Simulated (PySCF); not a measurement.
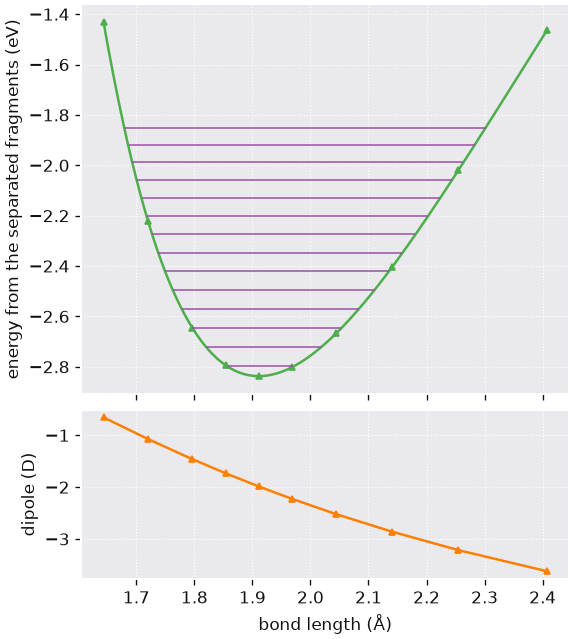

Bond curve of IF, singlet. B97-3/def2-TZVPP (ECP), PySCF 2.14.0, UKS. One reference determinant with the occupation held, the lowest that a PBE0 search over spins and occupations found; no spin-orbit coupling. Zero is the separated fragments in their ground configurations, without counterpoise. With B97-3 the solution stays closed-shell at all points drawn; such a solution can't reach the open-shell fragments at long range. 2 further points of the run are not drawn. Horizontal lines: vibrational levels from ωe and ωexe, starting at v = 0. The dipole is positive if the first atom is negative.

What constants does a Dunham fit to the curve give (main isotopes)?

Answer. re = 1.911 Å, ωe = 627 cm⁻¹, ωexe = 2.7 cm⁻¹, De = 2.84 eV, Be = 0.279 cm⁻¹.

What is the dipole moment at the minimum, and how does it change with the bond length?

Answer. −1.99 D at re, with a slope of −4.32 D/Å.

Caveats: spin-orbit coupling is left out; it can lower the fragment I more than the molecule, and De with it.
